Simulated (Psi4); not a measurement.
# HfHCl3O (SMILES Cl[Hf](Cl)(Cl)O): r2SCAN/def2-SVP (core potential)

What is the vertical ionisation energy of HfHCl3O at r2SCAN/def2-SVP (core potential)? 

The calculation is run with Psi4 1.11.

19 further runs of the same task are left out: 19 that didn't finish. Runs told in other sessions of the task aren't counted.

## (1) The system as given

The species is HfHCl3O (6 atoms), meant as a singlet with charge 0. SMILES: `Cl[Hf](Cl)(Cl)O`. Geometry: relaxed at PBE0-D4/def2-TZVP.

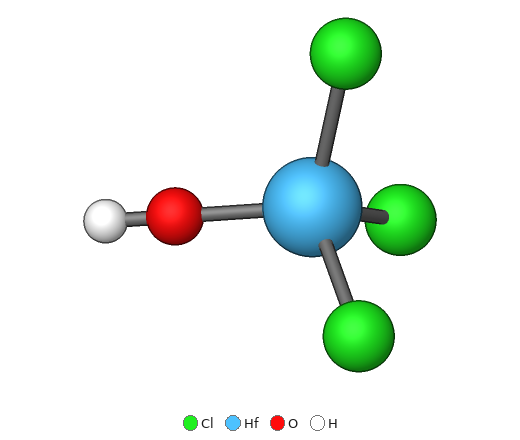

The structure, seen from a chosen angle (chlorine green, hafnium blue, oxygen red, hydrogen white).

## (2) Energy and gradient at r2SCAN/def2-SVP (core potential)

Contents of cl3hhfo_ase.py:

```python
import numpy as np
from ase.calculators.psi4 import Psi4
from ase import Atoms

atoms = Atoms(['Cl', 'Hf', 'Cl', 'Cl', 'O', 'H'], positions=[
    [0.876760, -0.101050, -2.336560],
    [-0.022850, -0.350510, -0.194310],
    [-2.262380, -0.999350, -0.349730],
    [1.185990, -1.965090, 0.985740],
    [0.084060, 1.291990, 0.717110],
    [0.138420, 2.124020, 1.177740],
])
calc = Psi4(atoms=atoms, method='r2scan', basis='def2-SVP', memory='2200MB', num_threads=1, charge=0, multiplicity=1, label='calc')
calc.psi4.set_options({'puream': True, 'e_convergence': 1e-09, 'd_convergence': 1e-08, 'scf_type': 'pk', 'dft_radial_points': 99, 'dft_spherical_points': 590})
atoms.calc = calc

forces = atoms.get_forces()
print(f'energy: {atoms.get_potential_energy():.6f} eV')
print('forces / eV A^-1')
print(np.round(forces, 5))
```

Started as:

```console
$ python cl3hhfo_ase.py
```

calc.dat:

```text
[...]
    !!!  WARNING: ECP capability is in beta. Please check occupations closely.  !!!
[...]
  Running in c1 symmetry.
[...]
  Nuclear repulsion =  361.304236897644159
[...]
  Multiplicity = 1
[...]
  Nalpha       = 36
  Nbeta        = 36
[...]
    Number of basis functions: 105
[...]
   @RKS iter   1: -1503.93360419521241   -3.43354e-01   7.45695e-03 DIIS/ADIIS
[...]
   @RKS iter  12: -1504.17751782480968   -3.18323e-12   6.82905e-09 DIIS
[...]
    Orbital Energies [Eh]
    ---------------------
    Doubly Occupied:
       1A   -101.171663     2A   -101.171633     3A   -101.171628
       4A    -19.002107     5A     -9.372550     6A     -9.372539
       7A     -9.372534     8A     -7.118224     9A     -7.118214
      10A     -7.118209    11A     -7.115939    12A     -7.115933
      13A     -7.115917    14A     -7.115664    15A     -7.115661
      16A     -7.115657    17A     -2.479328    18A     -1.346333
      19A     -1.337068    20A     -1.337067    21A     -0.954234
      22A     -0.777492    23A     -0.768446    24A     -0.768443
      25A     -0.514571    26A     -0.371077    27A     -0.363733
      28A     -0.363732    29A     -0.348488    30A     -0.348484
      31A     -0.326228    32A     -0.326226    33A     -0.323536
      34A     -0.308374    35A     -0.308372    36A     -0.304739
[...]
  @RKS Final Energy: -1504.17751782480968
   => Energetics <=
    Nuclear Repulsion Energy =            361.3042368976441594
    One-Electron Energy =               -2810.3760554154641795
    Two-Electron Energy =                1044.5569916730571549
    DFT Exchange-Correlation Energy =     -99.6626909800465199
    Empirical Dispersion Energy =           0.0000000000000000
    VV10 Nonlocal Energy =                  0.0000000000000000
    Total Energy =                      -1504.1775178248096836
[...]
 Multipole Moments:
 ------------------------------------------------------------------------------------
     Multipole            Electronic (a.u.)      Nuclear  (a.u.)        Total (a.u.)
 ------------------------------------------------------------------------------------
 L = 1.  Multiply by 2.5417464519 to convert [e a0] to [Debye]
 Dipole X            :          1.1369115           -1.0679408            0.0689707
 Dipole Y            :         17.4714468          -16.4137509            1.0576959
 Dipole Z            :          9.6969357           -9.1107516            0.5861841
 Magnitude           :                                                    1.2112346
[...]
  -Total Gradient:
     Atom            X                  Y                   Z
    ------   -----------------  -----------------  -----------------
       1       -0.001783262818    -0.000772658133     0.004183146367
       2        0.000212858788     0.003320141658     0.001850908267
       3        0.004527210692     0.001032939447     0.000166210672
       4       -0.002473516437     0.003023255107    -0.002502159596
       5       -0.000046266817    -0.000702885388    -0.000389920422
       6       -0.000424627971    -0.006521400299    -0.003618003071
[...]
```

On the terminal:

```text
energy: -40930.755087 eV
forces / eV A^-1
[[ 0.0917   0.03973 -0.21511]
 [-0.01095 -0.17073 -0.09518]
 [-0.2328  -0.05312 -0.00855]
 [ 0.12719 -0.15546  0.12867]
 [ 0.00238  0.03614  0.02005]
 [ 0.02184  0.33534  0.18605]]
```

It took 26 s on 1 thread of Intel Xeon 6975P-C (Granite Rapids), shared host; peak memory 1 GiB.

## (3) The doublet cation, same level

Contents of job.json:

```json
{
 "schema_name": "qcschema_input",
 "schema_version": 1,
 "molecule": {
  "schema_name": "qcschema_molecule",
  "schema_version": 2,
  "symbols": ["Cl", "Hf", "Cl", "Cl", "O", "H"],
  "geometry": [1.65683628, -0.19095682, -4.41545847, -0.04318024, -0.6623679, -0.36719268, -4.27527859, -1.8884978, -0.66089392, 2.24119629, -3.71348191, 1.86277863, 0.15885038, 2.44150726, 1.3551415, 0.26157589, 4.01381608, 2.22560605],
  "molecular_charge": 1,
  "molecular_multiplicity": 2,
  "fix_symmetry": "c1"
 },
 "driver": "gradient",
 "model": {
  "method": "r2scan",
  "basis": "def2-SVP"
 },
 "keywords": {
  "reference": "uks",
  "puream": true,
  "e_convergence": 1e-09,
  "d_convergence": 1e-08,
  "scf_type": "pk",
  "dft_radial_points": 99,
  "dft_spherical_points": 590,
  "maxiter": 100,
  "scf_properties": ["LOWDIN_CHARGES", "MULLIKEN_CHARGES", "WIBERG_LOWDIN_INDICES"]
 }
}
```

Started as:

```console
$ psi4 --qcschema job.json -n 1 --memory 2200MB
```

stdout, cut to the lines that bear on the results:

```text
[...]
    !!!  WARNING: ECP capability is in beta. Please check occupations closely.  !!!
[...]
  Running in c1 symmetry.
[...]
  Nuclear repulsion =  361.304237010780241
[...]
  Multiplicity = 2
[...]
  Nalpha       = 36
  Nbeta        = 35
[...]
    Number of basis functions: 105
[...]
   @UKS iter   1: -1503.53884936366103    4.79141e-02   7.12747e-03 DIIS/ADIIS
[...]
   @UKS iter  30: -1503.77204067484058   -6.82121e-13   9.32129e-09 DIIS
[...]
   @S^2 Observed:                7.546244957E-01
[...]
  @UKS Final Energy: -1503.77204067484058
   => Energetics <=
    Nuclear Repulsion Energy =            361.3042370107802412
    One-Electron Energy =               -2794.9027186198127310
    Two-Electron Energy =                1029.1120074187822411
    DFT Exchange-Correlation Energy =     -99.2855664845902481
    Empirical Dispersion Energy =           0.0000000000000000
    VV10 Nonlocal Energy =                  0.0000000000000000
    Total Energy =                      -1503.7720406748405821
  UHF NO Occupations:
  HONO-2 :   34  A 1.9994666
  HONO-1 :   35  A 1.9989449
[...]
 Multipole Moments:
[...]
  Mulliken Charges: (a.u.)
   Center  Symbol    Alpha    Beta     Spin     Total
       1    CL     8.67260  8.34441  0.32819 -0.01701
       2    HF     5.39470  5.50125 -0.10655  1.10405
       3    CL     8.67656  8.33529  0.34127 -0.01186
       4    CL     8.67261  8.34436  0.32825 -0.01697
       5     O     4.21541  4.10339  0.11202 -0.31880
       6     H     0.36811  0.37129 -0.00318  0.26059
   Total alpha = 36.00000, Total beta = 35.00000, Total charge =  1.00000
  Lowdin Charges: (a.u.)
   Center  Symbol    Alpha    Beta     Spin     Total
[...]
  -Total Gradient:
     Atom            X                  Y                   Z
    ------   -----------------  -----------------  -----------------
       1       -0.003439436153    -0.001363313252     0.011972565536
       2       -0.001742669075    -0.013422701430    -0.007357898724
       3        0.011681884354     0.005263350775     0.001871758865
       4       -0.005251401708     0.009194278438    -0.006755159449
       5       -0.000249409861     0.014819755628     0.008336311743
       6       -0.000969270064    -0.014985524080    -0.008311320298
[...]
```

The result, in JSON:

```text
{
 "driver": "gradient",
 "model": {
  "method": "r2scan",
  "basis": "def2-SVP"
 },
 "success": true,
 "return_result": [-0.003439436152559844, -0.0013633132524127865, 0.011972565535892321, -0.0017426690750167962, -0.013422701429585002, -0.007357898723935163, 0.011681884353693911, 0.00526335077516412, 0.001871758864640343, -0.0052514017079678815, 0.009194278438360681, -0.006755159448829512, -0.0002494098607006643, 0.014819755627719006, 0.008336311742610625, -0.0009692700637175151, -0.014985524080378065, -0.008311320297771985],
 "properties": {
  "calcinfo_nbasis": 105,
  "calcinfo_nmo": 105,
  "calcinfo_nalpha": 36,
  "calcinfo_nbeta": 35,
  "calcinfo_natom": 6,
  "nuclear_repulsion_energy": 361.30423701078024,
  "return_energy": -1503.7720406748406,
  "return_gradient": [-0.003439436152559844, -0.0013633132524127865, 0.011972565535892321, -0.0017426690750167962, -0.013422701429585002, -0.007357898723935163, 0.011681884353693911, 0.00526335077516412, 0.001871758864640343, -0.0052514017079678815, 0.009194278438360681, -0.006755159448829512, -0.0002494098607006643, 0.014819755627719006, 0.008336311742610625, -0.0009692700637175151, -0.014985524080378065, -0.008311320297771985],
  "scf_one_electron_energy": -2794.9027186198127,
  "scf_two_electron_energy": 1029.1120074187822,
  "scf_xc_energy": -99.28556648459025,
  "scf_dipole_moment": [0.02718352425114401, 0.7113983205097298, 0.3959005836640408],
  "scf_total_energy": -1503.7720406748406,
  "scf_total_gradient": [-0.003439436152559844, -0.0013633132524127865, 0.011972565535892321, -0.0017426690750167962, -0.013422701429585002, -0.007357898723935163, 0.011681884353693911, 0.00526335077516412, 0.001871758864640343, -0.0052514017079678815, 0.009194278438360681, -0.006755159448829512, -0.0002494098607006643, 0.014819755627719006, 0.008336311742610625, -0.0009692700637175151, -0.014985524080378065, -0.008311320297771985],
  "scf_iterations": 30
 }
}
```

Run time: 70 s. Hardware: 1 thread of Intel Xeon 6975P-C (Granite Rapids), shared host; peak memory 1 GiB.

## (4) Outcome

Level: r2SCAN/def2-SVP (core potential).

| quantity | value |
| --- | --- |
| singlet HfHCl3O: total energy | -1504.17752 Eh |
| singlet HfHCl3O: dipole moment | 3.08 D |
| singlet HfHCl3O: HOMO energy | -8.29 eV |
| singlet HfHCl3O: LUMO energy | -2.03 eV |
| singlet HfHCl3O: HOMO–LUMO gap | 6.26 eV |
| singlet HfHCl3O: largest force on an atom | 0.384 eV/Å |
| doublet cation: total energy | -1503.77204 Eh |
| doublet cation: HOMO energy (highest over α and β) | -13.80 eV |
| doublet cation: LUMO energy (lowest over α and β) | -13.71 eV |
| doublet cation: ⟨S²⟩ | 0.755 |
| doublet cation: largest force on an atom | 0.883 eV/Å |
| vertical ionisation energy (to the doublet cation) | 11.034 eV |

**Reading.** Removing an electron at fixed nuclei costs 11.03 eV (1065 kJ/mol). The largest force (singlet HfHCl3O) is 0.38 eV/Å: the shape isn't a stationary point for this species at this level. −ε(HOMO) before ionisation, 8.29 eV, is 2.74 eV below this ionisation energy.
